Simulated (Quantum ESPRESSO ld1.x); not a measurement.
**Atomic calculation, with input and output: Tc³⁺**

The technetium ion Tc³⁺ in the configuration [Ar] 3d10 4s2 4p4 4d4 5p2. Computed at this level: scalar-relativistic Kohn-Sham, revPBE, spin-unpolarised, spherical densities, point nucleus (Quantum ESPRESSO ld1.x 7.5).

### The input
```
 &input
    atom='Tc',
    iswitch=1,
    rel=1,
    dft='REVPBE',
    config='[Ar] 3d10 4s2 4p4 4d4 5p2',
    verbosity='high',
    prefix='ld1',
    max_out_wfc=37,
    file_charge='ld1.rho',
 /
```

### Log
```
     Program LD1 v.7.5 starts

     --------------------------- All-electron run ----------------------------

     scalar relativistic calculation

     atomic number is 43.00
     dft =REVPBE   lsd =0 sic =0 latt =0  beta=0.20 tr2=1.0E-14
     Exchange-correlation= REVPBE
                           (   1   4   4   4   0   0   0)
     mesh =2047 r(mesh) = 100.16310 a.u. xmin = -8.00 dx = 0.00800
     1 Ry =  13.60569312 eV, c = 137.03599908

     n l     nl                  e(Ry)          e(Ha)          e(eV)
     1 0     1S 1( 2.00)   -1537.711588992    -768.855794496 -20921.6319915
     2 0     2S 1( 2.00)    -222.559387243    -111.279693621  -3028.0747245
     2 1     2P 1( 6.00)    -199.564417550     -99.782208775  -2715.2122234
     3 0     3S 1( 2.00)     -41.773901836     -20.886950918   -568.3628889
     3 1     3P 1( 6.00)     -34.221988811     -17.110994406   -465.6138778
     3 2     3D 1(10.00)     -22.010620876     -11.005310438   -299.4697531
     4 0     4S 1( 2.00)      -8.700750335      -4.350375168   -118.3797390
     4 1     4P 1( 4.00)      -6.555388055      -3.277694028    -89.1905982
     4 2     4D 1( 4.00)      -3.412544755      -1.706272377    -46.4300367
     5 1     5P 1( 2.00)      -1.891415434      -0.945707717    -25.7340180

     final scf error:  6.2E-15 reached in  23 iterations

     Etot =   -8559.177862 Ry,   -4279.588931 Ha, -116453.547373 eV

     Ekin =    8838.576744 Ry,    4419.288372 Ha,  120254.962827 eV
     Encl =  -20492.044062 Ry,  -10246.022031 Ha, -278808.462969 eV
     Eh   =    3347.563910 Ry,    1673.781955 Ha,   45545.927267 eV
     Exc  =    -253.274454 Ry,    -126.637227 Ha,   -3445.974497 eV

     normalization and overlap integrals

     s(1S/1S) =  1.000000  <r> =   0.0343  <r2> =    0.0016  r(max) =   0.0223
     s(1S/2S) = -0.009504
     s(1S/3S) = -0.003859
     s(1S/4S) = -0.001643
     s(2S/2S) =  1.000000  <r> =   0.1496  <r2> =    0.0264  r(max) =   0.1258
     s(2S/3S) = -0.002335
     s(2S/4S) = -0.000961
     s(2P/2P) =  1.000000  <r> =   0.1304  <r2> =    0.0208  r(max) =   0.1005
     s(2P/3P) = -0.001906
     s(2P/4P) = -0.000731
     s(2P/5P) = -0.000299
     s(3S/3S) =  1.000000  <r> =   0.4150  <r2> =    0.1972  r(max) =   0.3734
     s(3S/4S) = -0.000620
     s(3P/3P) =  1.000000  <r> =   0.4159  <r2> =    0.2011  r(max) =   0.3645
     s(3P/4P) = -0.000516
     s(3P/5P) = -0.000207
     s(3D/3D) =  1.000000  <r> =   0.3982  <r2> =    0.1901  r(max) =   0.3106
     s(3D/4D) = -0.000331
     s(4S/4S) =  1.000000  <r> =   1.0303  <r2> =    1.1976  r(max) =   0.9369
     s(4P/4P) =  1.000000  <r> =   1.1204  <r2> =    1.4271  r(max) =   1.0068
     s(4P/5P) = -0.000119
     s(4D/4D) =  1.000000  <r> =   1.3840  <r2> =    2.2278  r(max) =   1.1721
     s(5P/5P) =  1.000000  <r> =   2.7755  <r2> =    8.6192  r(max) =   2.5672

     ------------------------ End of All-electron run ------------------------
```

### Slater integrals of the outer shells (hartree)

```
 integral   value
F0(5p,5p)  0.3236
F2(5p,5p)  0.1766
F0(5p,4d)  0.3940
F2(5p,4d)  0.1307
G1(5p,4d)  0.0490
G3(5p,4d)  0.0445
F0(5p,4p)  0.4057
F2(5p,4p)  0.1087
G0(5p,4p)  0.0228
G2(5p,4p)  0.0299
F0(5p,4s)  0.4098
G1(5p,4s)  0.0322
F0(4d,4d)  0.6520
F2(4d,4d)  0.3334
F4(4d,4d)  0.2210
F0(4d,4p)  0.7151
F2(4d,4p)  0.3610
G1(4d,4p)  0.4543
G3(4d,4p)  0.2805
F0(4d,4s)  0.7371
```

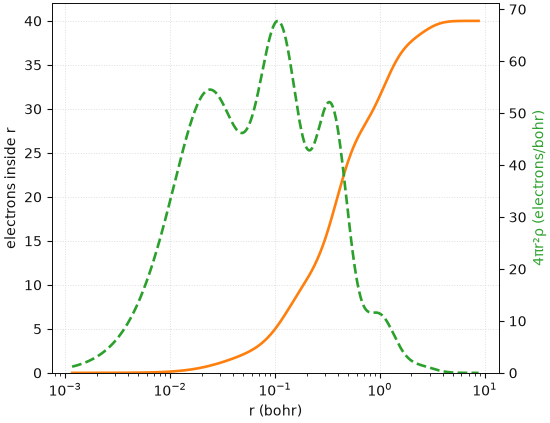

*The number of electrons inside radius r (solid) and the radial density 4πr²ρ (dashed).*

The count levels off at 40 electrons. Half of them lie within 0.395 bohr, 90 % within 1.52 bohr and 99 % within 3.51 bohr. The radial density has minima at 0.0482, 0.213 and 0.844 bohr, where the count stands at 2.0, 11.1 and 29.7; these part the shells that the density resolves.

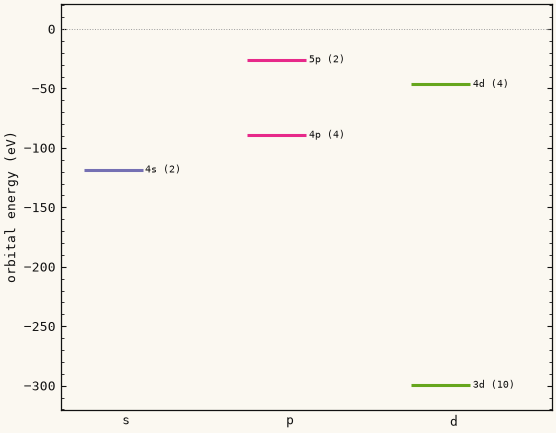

*The outer levels are drawn by angular momentum (occupations in brackets).*

The highest occupied level is 5p at −25.7 eV. The highest 3 occupied levels, from the top down, are 5p (−25.7 eV), 4d (−46.4 eV), 4p (−89.2 eV).

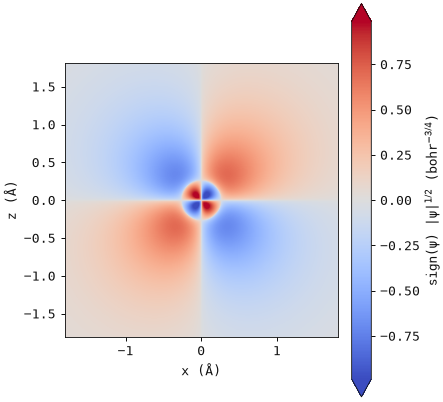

*The 4d(xz) orbital. The radial function comes from the spherical calculation and is multiplied by a real spherical harmonic; the overall sign is chosen so that the largest lobe of P(r) is positive; at the scalar-relativistic level it is the large component. In the xz plane through the nucleus, the colour gives the signed square root of ψ. (1 bohr = 0.529 Å.)*

It has the nodal planes xy and yz and 1 radial node, at r = 0.499 bohr. The outermost maximum of P² lies at 1.17 bohr, ⟨r⟩ = 1.38 bohr, 90 % of the charge lies within 2.10 bohr, and the eigenvalue is −46.4 eV, with 4 electrons in the shell.

### Results in brief

- outcome: converged
- total energy: −4279.5889 hartree
- kinetic energy: 4419.2884 hartree
- electron–nucleus energy: −10246.0220 hartree
- Hartree energy: 1673.7820 hartree
- exchange–correlation energy: −126.637227 hartree
- radius at density 0.001 e/bohr³: 4.21 bohr
- SCF iterations: 23
- hardware: 1 CPU thread, shared host
- wall time: 0.68 s
